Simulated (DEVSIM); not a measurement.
System: CdS/CdTe n-p heterojunction, at 300 K.

```csv
layer (left to right),material,thickness (μm),Nd (cm⁻³),Na (cm⁻³),τn (s),τp (s)
1,CdS,1.80,4.4e17,-,3.7e-10,3.7e-10
2,CdTe,0.390,-,3.5e17,3.7e-10,3.7e-10
```

Left contact: ohmic. Right contact: ohmic. Voltage is applied to the left contact. Recombination: SRH at mid-gap, Auger. Mobility is μmin + (μ − μmin)/(1 + (N/Nref)^α).

This is a model device: material constants are rounded textbook-type values typed into the input, and sizes, dopings and lifetimes were drawn at random. Values at 300 K.

```tsv
parameter	CdS	CdTe
gap (eV)	2.4	1.5
affinity (eV)	4.3	4.28
permittivity	9	10.2
Nc (cm⁻³)	2.2e18	8e17
Nv (cm⁻³)	1.8e19	1.8e19
μn (cm²/Vs)	300	1000
μp (cm²/Vs)	25	80
μn,min	30	100
μp,min	3	10
Nref,n	1e17	1e17
Nref,p	1e17	1e17
αn	0.6	0.6
αp	0.6	0.6
Cn (cm⁶/s)	1e-30	1e-30
Cp (cm⁶/s)	1e-30	1e-30
```

DEVSIM, 1D drift-diffusion, Boltzmann statistics, complete ionisation; no tunnelling, impact ionisation, image-force lowering or self-heating. Band offsets follow the typed affinities; no thermionic-emission limit at abrupt steps, no polarisation charge.

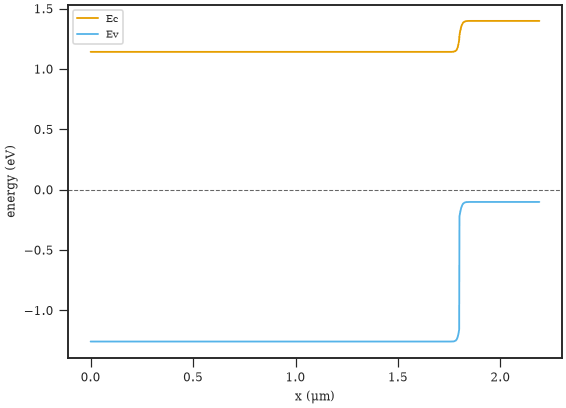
Fig. 1. Band edges at -1.1 V on the left contact

Energies count from the Fermi level of the right contact; mesh points crowd at the junctions.

| x (μm) | Ec (eV) | Ev (eV) | n (cm⁻³) | p (cm⁻³) | field (V/cm) |
|---|---|---|---|---|---|
| 0.000 | 1.142 | -1.258 | 4.4e17 | < 1e2 | ≈ 0 |
| 0.005613 | 1.142 | -1.258 | 4.4e17 | < 1e2 | ≈ 0 |
| 0.01869 | 1.142 | -1.258 | 4.4e17 | < 1e2 | ≈ 0 |
| 0.04603 | 1.142 | -1.258 | 4.4e17 | < 1e2 | ≈ 0 |
| 0.1413 | 1.142 | -1.258 | 4.4e17 | < 1e2 | ≈ 0 |
| 0.3112 | 1.142 | -1.258 | 4.4e17 | < 1e2 | ≈ 0 |
| 0.7071 | 1.142 | -1.258 | 4.4e17 | < 1e2 | ≈ 0 |
| 1.403 | 1.142 | -1.258 | 4.4e17 | < 1e2 | ≈ 0 |
| 1.619 | 1.142 | -1.258 | 4.4e17 | < 1e2 | ≈ 0 |
| 1.719 | 1.142 | -1.258 | 4.4e17 | < 1e2 | ≈ 0 |
| 1.767 | 1.142 | -1.258 | 4.3e17 | < 1e2 | 920 |
| 1.792 | 1.180 | -1.220 | 9.9e16 | < 1e2 | 57000 |
| 1.799 | 1.240 | -1.159 | 9.6e15 | < 1e2 | 110000 |
| 1.803 | 1.309 | -0.191 | 2.4e14 | 1.1e16 | 89000 |
| 1.818 | 1.384 | -0.116 | 1.3e13 | 2.0e17 | 20000 |
| 1.847 | 1.398 | -0.102 | 7.2e12 | 3.5e17 | 300 |
| 1.905 | 1.398 | -0.102 | 5.9e12 | 3.5e17 | ≈ 0 |
| 2.024 | 1.398 | -0.102 | 3.3e12 | 3.5e17 | ≈ 0 |
| 2.132 | 1.398 | -0.102 | 1.2e12 | 3.5e17 | ≈ 0 |
| 2.167 | 1.398 | -0.102 | 4.7e11 | 3.5e17 | ≈ 0 |
| 2.182 | 1.398 | -0.102 | 1.7e11 | 3.5e17 | ≈ 0 |
| 2.190 | 1.398 | -0.102 | < 1e2 | 3.5e17 | ≈ 0 |
